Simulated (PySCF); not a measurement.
## Electronic structure of C3H6FNSi (SMILES N#C[SiH2]CCF) in real space

```json
{"atom": "N", "x (Å)": "2.6652", "y (Å)": "-1.4747", "z (Å)": "-0.7685"}
{"atom": "C", "x (Å)": "2.0363", "y (Å)": "-0.5455", "z (Å)": "-0.5373"}
{"atom": "Si", "x (Å)": "0.9817", "y (Å)": "0.9524", "z (Å)": "-0.1562"}
{"atom": "C", "x (Å)": "-0.5442", "y (Å)": "0.2605", "z (Å)": "0.7601"}
{"atom": "C", "x (Å)": "-1.3432", "y (Å)": "-0.7032", "z (Å)": "-0.1007"}
{"atom": "F", "x (Å)": "-1.7475", "y (Å)": "-0.0797", "z (Å)": "-1.2596"}
{"atom": "H", "x (Å)": "0.6365", "y (Å)": "1.5742", "z (Å)": "-1.4306"}
{"atom": "H", "x (Å)": "1.7587", "y (Å)": "1.8101", "z (Å)": "0.7402"}
{"atom": "H", "x (Å)": "-1.1954", "y (Å)": "1.0824", "z (Å)": "1.0618"}
{"atom": "H", "x (Å)": "-0.2489", "y (Å)": "-0.2650", "z (Å)": "1.6690"}
{"atom": "H", "x (Å)": "-2.2556", "y (Å)": "-1.0455", "z (Å)": "0.4001"}
{"atom": "H", "x (Å)": "-0.7423", "y (Å)": "-1.5668", "z (Å)": "-0.4044"}
```

Geometry: GFN2-xTB.

Method: PBE0/pcSseg-1, SCF density, gas phase, non-relativistic in PySCF 2.14.0.

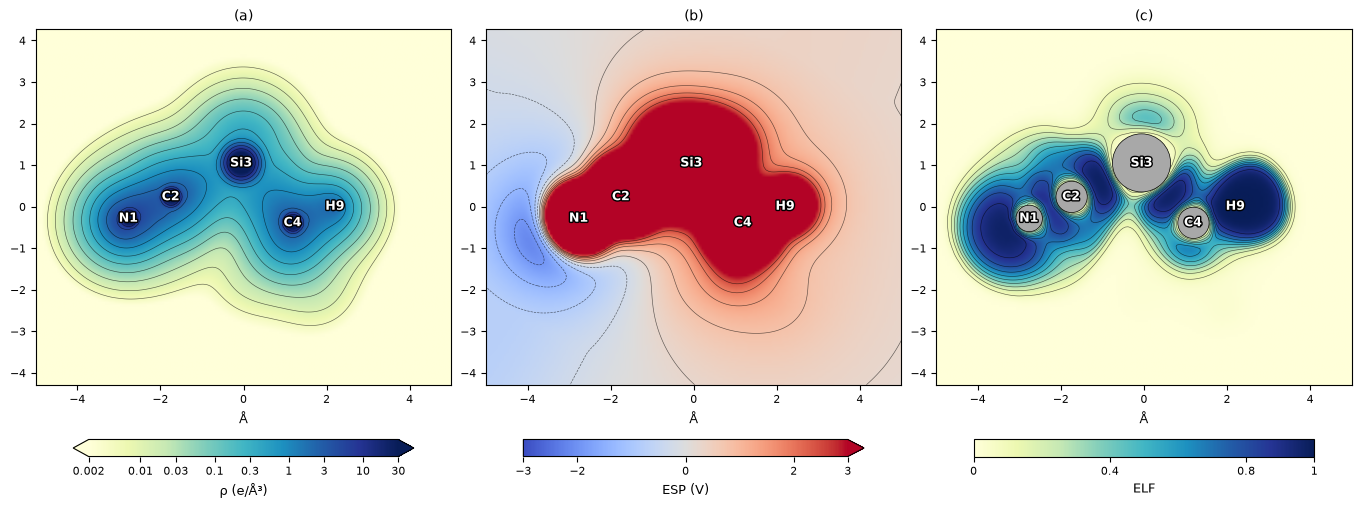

Figure 1. (a) electron density; (b) molecular electrostatic potential; (c) ELF on the plane of atoms C2, Si3 and C4. Grey discs cover the atomic cores in the ELF map.

**Interpret the plot.**

The section cuts through N, C, Si and H sites. C–N (1.15 Å): the density is about 3.6 e/Å³ at the midpoint; the ELF peaks at about 0.85 between the atoms: a short, multiple covalent bond. C–Si (1.87 Å): ρ at the midpoint is about 0.88 e/Å³; the ELF peaks at about 1 between the atoms; a shared electron pair. C–H (1.09 Å): the density is about 1.9 e/Å³ at the midpoint; the ELF climbs to about 1 towards the hydrogen, as it does in any bond to H; a covalent bond by its length. The ELF also peaks beside N1, away from the bonds: lone-pair regions. Outside the dense part of the molecule the potential is most negative (−2.1 V) near N1.

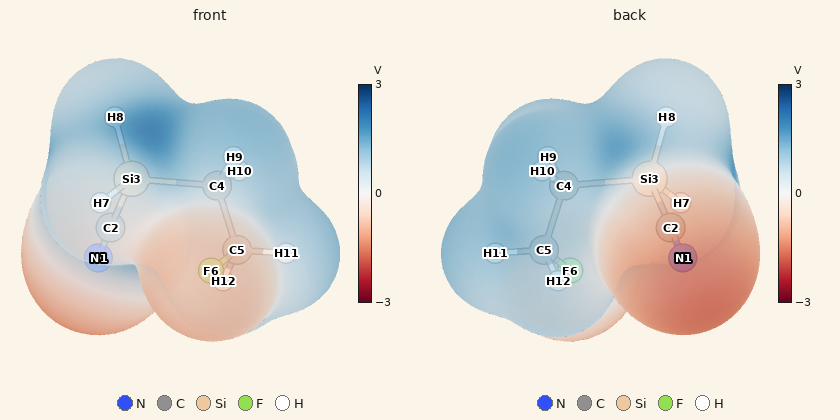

Figure 2. The molecular electrostatic potential painted on the density surface at 0.002 e/bohr³, seen from the front and from behind; the colour scale runs from red (negative) to blue (positive).

**Where is the surface potential most negative and most positive?**

The most negative region (about −1.7 V) lies over N1, the most positive (about +1.9 V) over Si3. N1 is the likeliest acceptor of a hydrogen bond.

**How polar is the molecule by this calculation?**

Its dipole moment is 3.79 D.
